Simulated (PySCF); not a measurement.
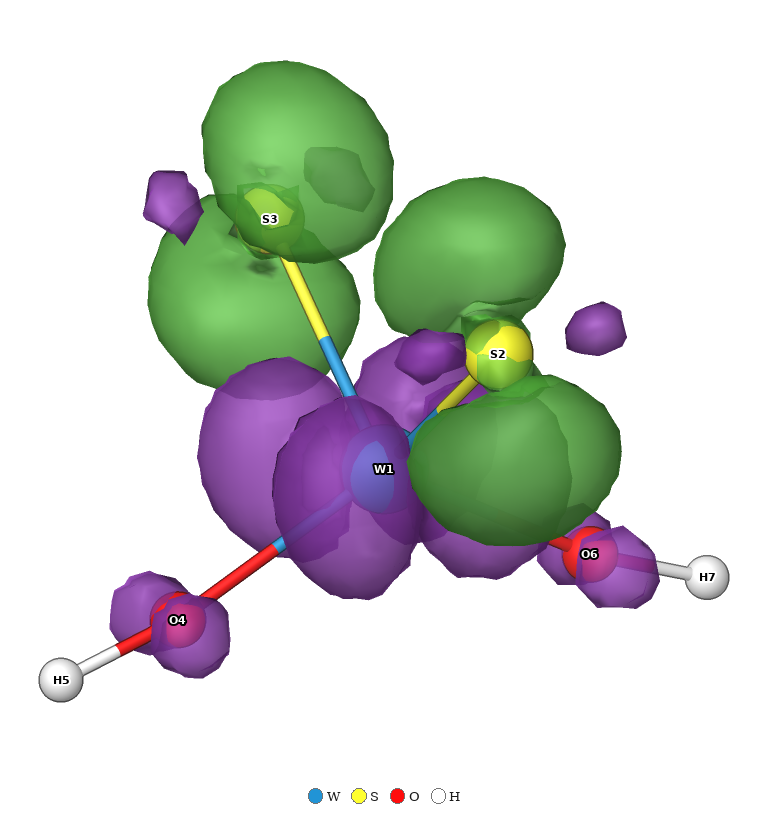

WS2(OH)2 (H2O2S2W). Unrelaxed difference density of S₁ less the ground state (TDA singlet states), ±0.04 e/Å³; purple: gain, green: loss.

Computed with PySCF, ωB97X/def2-SVPD, geometry: GFN2-xTB. Core potentials replace the inner electrons of W; spin–orbit coupling isn't included. This is a single-reference result, which may miss multireference character in this system. No frequency check shows the geometry to be a minimum. GFN2-xTB bond lengths at metals and heavier atoms can be off by up to 0.1 Å and shapes distorted, which carries into these values.

Geometry (Å), atoms numbered from 1:

```
W1      -0.0000   -0.2144   -0.0000
S2       1.7307    1.1205   -0.0012
S3      -1.7306    1.1206    0.0004
O4       0.0011   -1.0760    1.6176
H5       0.0032   -1.3803    2.5359
O6      -0.0011   -1.0778   -1.6159
H7      -0.0033   -1.3831   -2.5339
```

How does the charge move on excitation?

0.77 e is displaced in all, of which about 0.6 e passes between atoms: S2 and S3 (0.28 e each) lose electrons and W1 (0.45 e) and O4 and O6 (0.05 e each) gain them. The state: 3.06 eV (405 nm), f = 0.002 (very weak), ligand-to-metal charge transfer; the leading pair carries 95 %; hole on S2 and S3 (43 % each) and W1 (11 %), electron on W1 (55 %), S2 and S3 (15 % each) and O4 and O6 (6 % each); their centroids lie 0.8 Å apart.
